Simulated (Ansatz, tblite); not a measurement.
**InMe2H (C₂H₇In): spin states and exact exchange**

Aim: set other spin states of InMe2H (C₂H₇In) against its singlet, on many levels of theory.

Method: as each input shows; program: Ansatz 0.2.0, Gaussian basis.

Plan: triplet, at the geometry of the singlet (GFN1-xTB, GFN2-xTB, PBE0-D4/def2-TZVP, PBE-D4/def2-TZVP, r2SCAN-D4/def2-TZVP); the singlet's energies come from earlier runs.

1 further run of the same task is left out (set aside as unsound or not needed). Runs told in other sessions of the task aren't counted.

## Step 1: The structure

The geometry is that of the singlet, from an earlier relaxation (r2SCAN-D4/def2-SVP).

10 atoms, charge 0, spin multiplicity 1.

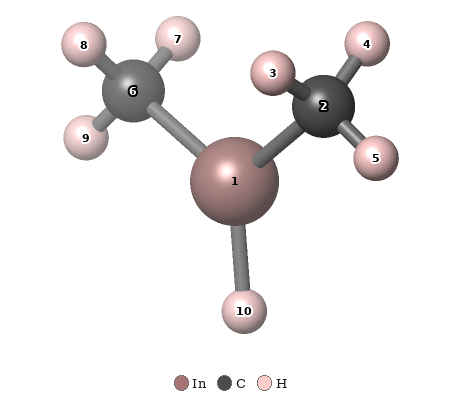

The structure; indium brown, carbon dark grey, hydrogen pink; atoms are numbered from 1 in the order of the file.

In takes a core potential in the def2 sets. No spin-orbit coupling is included.

## Step 2: Triplet at the fixed geometry, GFN1-xTB

Tight binding, by tblite at 300 K electronic temperature and without a spin-polarisation term:

```python
tblite.interface.Calculator('GFN1-xTB', numbers, positions, charge=0, uhf=2).singlepoint()
```

Energy -252.0628 eV; 0.004 s.

## Step 3: Triplet at the fixed geometry, GFN2-xTB

Tight binding, by tblite at 300 K electronic temperature and without a spin-polarisation term:

```python
tblite.interface.Calculator('GFN2-xTB', numbers, positions, charge=0, uhf=2).singlepoint()
```

Energy -240.4100 eV; 0.005 s.

## Step 4: Triplet at the fixed geometry, PBE0-D4/def2-TZVP

in.yaml reads:

```yaml
crystal:
  periodic: [false, false, false]
  atoms:
    - {symbol: In, position_ang: [-0.424091, -0.726627, -0.003645]}
    - {symbol: C, position_ang: [1.751147, -0.712050, 0.000509]}
    - {symbol: H, position_ang: [2.117581, -0.251244, 0.932567]}
    - {symbol: H, position_ang: [2.127796, -0.100095, -0.835164]}
    - {symbol: H, position_ang: [2.174803, -1.723785, -0.081059]}
    - {symbol: C, position_ang: [-1.480616, 1.174873, 0.004293]}
    - {symbol: H, position_ang: [-1.287569, 1.708685, -0.940861]}
    - {symbol: H, position_ang: [-1.109187, 1.814290, 0.821427]}
    - {symbol: H, position_ang: [-2.567114, 1.046792, 0.117993]}
    - {symbol: H, position_ang: [-1.302750, -2.230849, -0.016060]}
basis:
  gaussian: {orbitals: def2-TZVP}
magnetization: {spin_polarized: true, initial_magnetization: 2}
hamiltonian: {xc: pbe0, dispersion: d4}
scf: {omitted_lower_state_checks: [starts]}
output: {orbitals: {seedname: orbitals}}
```

Command:

```console
$ ansatz run in.yaml --threads 4 --pin off --events-out ev --progress --plain --max-ram 3916MiB
```

Log:

```text
Functional definition: PBE0
  name "PBE0"
  cite "Adamo & Barone, J. Chem. Phys. 110, 6158 (1999) doi:10.1063/1.478522"
  cite "Perdew, Burke & Ernzerhof, Phys. Rev. Lett. 77, 3865 (1996) doi:10.1103/PhysRevLett.77.3865"
  parent pbe
  parameter a = 0.25
  parameter kappa = 0.804
  parameter beta = 0.06672455060314922
  exchange = (1 - a)*pbe_x(kappa = kappa, mu = beta*pi^2/3) + a*exact_x
  correlation = pbe_c(beta = beta)
these checks for a lower state are left out or cut short: starts
1149 factors; their error is unknown
mean field evaluation 1: about -7339.9476 eV, gradient 5.4e1 eV
mean field evaluation 2: about -7317.8568 eV, gradient 7.8e1 eV
mean field evaluation 4: about -7354.8087 eV, gradient 6.4e0 eV
mean field evaluation 8: about -7354.9561 eV, gradient 2.1e-1 eV
mean field evaluation 16: about -7354.9916 eV, gradient 3.2e-3 eV
mean field evaluation 32: about -7355.1884 eV, gradient 5.6e-2 eV
mean field -7355.18847121 eV, -270.2981907910 hartree, gradient 1.0e-5 eV, S^2 2.022416; 0 other end points of the search recorded, 0 dependent functions left out
reference -7355.18852599 eV, -270.2981928042 hartree; 21, 19 occupied and 133, 135 virtual orbitals, 1149 factors
Total energy: -7355.31168946 eV, -270.3027189782 hartree
Checks for a lower state left out: starts
```

Run time: 7 s. Hardware: 4 threads of Arm Neoverse V2, shared host.

From the report: HOMO -3.02 eV, LUMO -5.80 eV (over both spins; with the spin held, an empty level of the minority spin lies below the top filled one); ⟨S²⟩ 2.022 (pure: 2.00).

## Step 5: Triplet at the fixed geometry, PBE-D4/def2-TZVP

start.molden holds the orbitals of an earlier run on this state, given as this run's starting guess.

in.yaml: that of step 4 with these lines changed.

```diff
@@ -14,5 +14,5 @@
 basis:
-  gaussian: {orbitals: def2-TZVP}
+  gaussian: {orbitals: def2-TZVP, initial_orbitals: start.molden}
 magnetization: {spin_polarized: true, initial_magnetization: 2}
-hamiltonian: {xc: pbe0, dispersion: d4}
+hamiltonian: {xc: pbe, dispersion: d4}
 scf: {omitted_lower_state_checks: [starts]}
```

Same command.

Log:

```text
Functional definition: PBE
  name "PBE"
  cite "Perdew, Burke & Ernzerhof, Phys. Rev. Lett. 77, 3865 (1996) doi:10.1103/PhysRevLett.77.3865"
  parent pbe
  parameter kappa = 0.804
  parameter beta = 0.06672455060314922
  exchange = pbe_x(kappa = kappa, mu = beta*pi^2/3)
  correlation = pbe_c(beta = beta)
these checks for a lower state are left out or cut short: starts
1056 factors; their error is unknown
mean field evaluation 1: about -7354.8382 eV, gradient 4.9e0 eV
mean field evaluation 2: about -7354.9199 eV, gradient 9.4e-2 eV
mean field evaluation 4: about -7354.8924 eV, gradient 6.5e-4 eV
mean field evaluation 8: about -7354.8924 eV, gradient 3.7e-5 eV
mean field -7354.89244154 eV, -270.2873119013 hartree, gradient 7.2e-6 eV, S^2 2.009257; 0 other end points of the search recorded, 0 dependent functions left out
reference -7354.89251451 eV, -270.2873145830 hartree; 21, 19 occupied and 133, 135 virtual orbitals, 1056 factors
Total energy: -7355.03792374 eV, -270.2926582737 hartree
Checks for a lower state left out: starts
```

Wall time 4.5 s (4 threads of Arm Neoverse V2, shared host).

HOMO -2.32 eV, LUMO -6.63 eV (over both spins; with the spin held, an empty level of the minority spin lies below the top filled one); ⟨S²⟩ 2.009 (pure: 2.00).

## Step 6: Triplet at the fixed geometry, r2SCAN-D4/def2-TZVP

in.yaml: that of step 5 with these lines changed.

```diff
@@ -16,3 +16,3 @@
 magnetization: {spin_polarized: true, initial_magnetization: 2}
-hamiltonian: {xc: pbe, dispersion: d4}
+hamiltonian: {xc: r2scan, dispersion: d4}
 scf: {omitted_lower_state_checks: [starts]}
```

Same command.

Log:

```text
Functional definition: r2SCAN
  name "r2SCAN"
  cite "Furness, Kaplan, Ning, Perdew & Sun, J. Phys. Chem. Lett. 11, 8208 (2020) doi:10.1021/acs.jpclett.0c02405"
  cite "Furness, Kaplan, Ning, Perdew & Sun, J. Phys. Chem. Lett. 11, 9248 (2020) doi:10.1021/acs.jpclett.0c03077"
  parent r2scan
  parameter k0 = 0.174
  parameter k1 = 0.065
  parameter a1 = 4.9479
  exchange = r2scan_x(k0 = k0, k1 = k1, a1 = a1)
  correlation = r2scan_c
these checks for a lower state are left out or cut short: starts
1056 factors; their error is unknown
mean field evaluation 1: about -7358.6722 eV, gradient 3.2e0 eV
mean field evaluation 2: about -7358.7077 eV, gradient 3.7e-2 eV
mean field evaluation 4: about -7358.6834 eV, gradient 3.2e-4 eV
mean field evaluation 8: about -7358.6834 eV, gradient 2.2e-5 eV
mean field -7358.68340731 eV, -270.4266273238 hartree, gradient 5.2e-6 eV, S^2 2.023334; 0 other end points of the search recorded, 0 dependent functions left out
reference -7358.68344044 eV, -270.4266285414 hartree; 21, 19 occupied and 133, 135 virtual orbitals, 1056 factors
Total energy: -7358.71883019 eV, -270.4279290909 hartree
Checks for a lower state left out: starts
```

Wall time 11 s (4 threads of Arm Neoverse V2, shared host).

Report: HOMO -2.52 eV, LUMO -6.38 eV (over both spins; with the spin held, an empty level of the minority spin lies below the top filled one); ⟨S²⟩ 2.023 (pure: 2.00).

## Step 7: Triplet less singlet, vertical

The singlet's energies are those of its earlier runs, whose logs aren't repeated here.

```csv
level,"triplet less singlet, vertical (kJ/mol)",time
GFN1-xTB,+549.3,0.008 s
GFN2-xTB,+428.2,0.007 s
PBE-D4/def2-TZVP,+400.0,5.7 s
r2SCAN-D4/def2-TZVP,+396.3,13 s
PBE0-D4/def2-TZVP,+417.6,8.4 s
```

Times add the two runs; a level without a time comes out of a correlated run. Tight binding without a spin term can't rank spin states.

## Step 8: Summary of results

```
                                                quantity                                          value
triplet less singlet, vertical, functionals in def2-TZVP  +396.3 (r2SCAN-D4) to +417.6 kJ/mol (PBE0-D4)
```

All functionals put the triplet above the singlet, over a spread of 21.3 kJ/mol. The checks for a lower triplet were left out, so another state of that spin may lie lower. These are electronic energies, without zero-point motion, entropy or surroundings.
